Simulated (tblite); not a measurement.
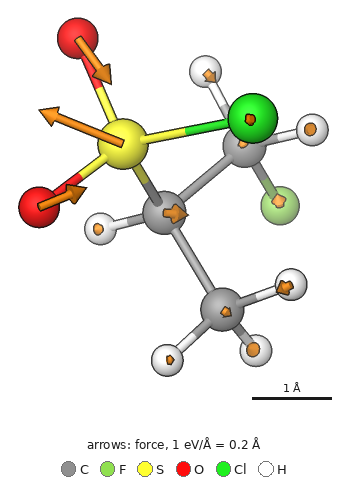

Starting geometry of C$_{3}$H$_{6}$ClFO$_{2}$S with the computed forces as orange arrows. A ball-and-stick model, seen from a free direction.

All numbers below come from GFN2-xTB geometry optimisation, gas phase (tblite). 

> Is this structure relaxed? If not, where do the atoms go?

It isn't relaxed: the largest force vector, on the S atom, is 5.86 eV/Å. The final displacements have little in common with the starting forces (cosine between the two patterns 0.29). The largest move after the best rigid fit is that of the F atom, 0.36 Å. Largest moves by element: F 0.36 Å, H 0.27 Å, Cl 0.22 Å, O 0.14 Å, S 0.13 Å, C 0.11 Å. Some distances before and after: O–S 1.516 → 1.426 Å, C–H 1.129 → 1.088 Å, Cl–S 2.071 → 2.032 Å, C–S 1.790 → 1.814 Å. Bond angles that change, for instance: O–S–O 109.2° → 119.1°, S–C–H 113.5° → 103.7°, C–C–C 106.6° → 115.8°. The energy falls by 18.2 kcal/mol in 66 geometry steps. The run took 0.37 s on 1 thread of Arm Neoverse V2, with other jobs on the host.
